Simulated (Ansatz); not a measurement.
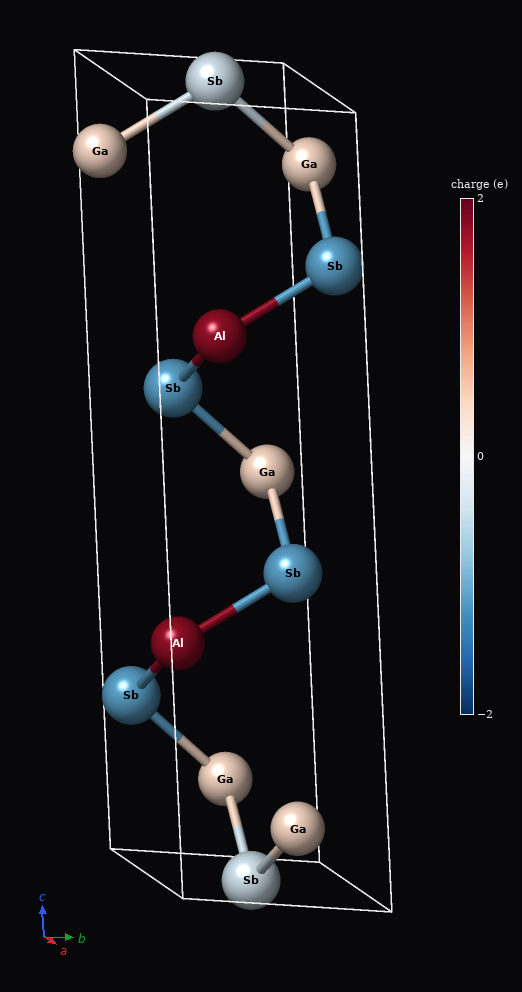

Structure drawing (ball-and-stick), viewed slightly off an axis. The cell (the run's own, in a reduced setting) is outlined; an atom on or near a face, edge or corner is repeated at each equivalent position. The atoms of this Al$_{2}$Ga$_{3}$Sb$_{5}$ cell are coloured by their Bader charge.

Electronic-structure method: DFT r2SCAN, scalar-relativistic, plane waves, PAW (Ansatz). Parameters: a kinetic-energy cutoff of 500 eV, k-points about 0.17 Å⁻¹ apart, Gaussian smearing of 0.01 eV, no spin polarisation.

Q: Summarise the charge transfer.

A: Most positive: Al; most negative: Sb. Charges: about Al +1.8 e; Ga +0.4 e; Sb -1.1 to -0.4 e. The transfer is large, as in an ionic solid.

Starting structure: a structure type filled with these elements by a generator (whether the compound takes this form wasn't checked). Earlier steps of the study, as a rule a relaxation of our own, may have changed the cell and positions, so they can lie some per cent off the listed ones. It was the input of a calculation with Ansatz.
